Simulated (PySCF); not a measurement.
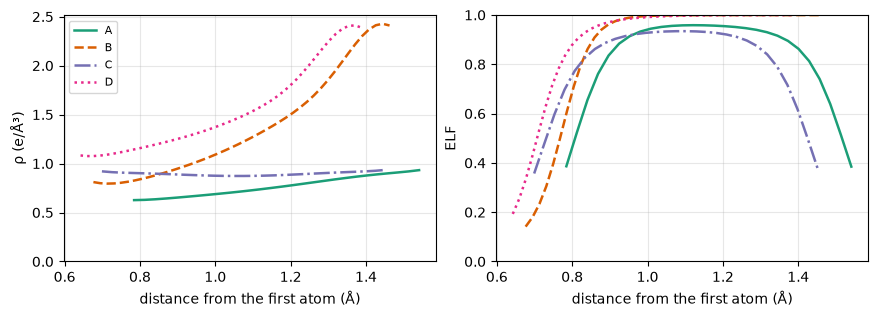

H11P3Si3 (SMILES [SiH3]PPP([SiH3])[SiH3]). Total electron density and ELF along straight lines between neighbouring atoms. The curves leave out the atomic cores.

Geometry: GFN2-xTB.

The calculation used CAM-B3LYP/def2-SVPD, SCF density, gas phase in PySCF 2.14.0.

```yaml
atoms:
  - { symbol: Si, position_ang: [3.1830, -0.4617, -0.1684] }
  - { symbol: P, position_ang: [1.6975, 0.8888, -1.1846] }
  - { symbol: P, position_ang: [-0.0632, -0.3443, -1.2583] }
  - { symbol: P, position_ang: [-0.6437, -0.1316, 0.8043] }
  - { symbol: Si, position_ang: [-2.5469, -1.3053, 0.6508] }
  - { symbol: Si, position_ang: [-1.3670, 1.9890, 0.6594] }
  - { symbol: H, position_ang: [3.3421, -1.7470, -0.8662] }
  - { symbol: H, position_ang: [4.4360, 0.2923, -0.1870] }
  - { symbol: H, position_ang: [2.7070, -0.6951, 1.1970] }
  - { symbol: H, position_ang: [2.0539, 0.5826, -2.4914] }
  - { symbol: H, position_ang: [0.4826, -1.6169, -1.0816] }
  - { symbol: H, position_ang: [-3.2460, -1.0474, 1.9092] }
  - { symbol: H, position_ang: [-2.1578, -2.7140, 0.5325] }
  - { symbol: H, position_ang: [-3.3666, -0.9163, -0.5002] }
  - { symbol: H, position_ang: [-0.2056, 2.8364, 0.9408] }
  - { symbol: H, position_ang: [-2.3903, 2.1170, 1.6989] }
  - { symbol: H, position_ang: [-1.9218, 2.2855, -0.6651] }
```

Which curve belongs to which contact (P–H, P–P, Si–H and Si–P)? The first atom named is at distance zero.

Curve A: Si–P (2.24 Å): the density is about 0.74 e/Å³ at the midpoint; the ELF peaks at about 0.95 between the atoms (a covalent bond). Curve B: Si–H (1.46 Å): ρ at the midpoint is about 0.8 e/Å³; the ELF climbs to about 1 towards the hydrogen, as it does in any bond to H. Curve C: P–P (2.15 Å): ρ is about 0.87 e/Å³ halfway; the ELF peaks at about 0.95 between the atoms: a covalent bond. Curve D: P–H (1.39 Å): the density is about 1.1 e/Å³ at the midpoint; the ELF climbs to about 1 towards the hydrogen.
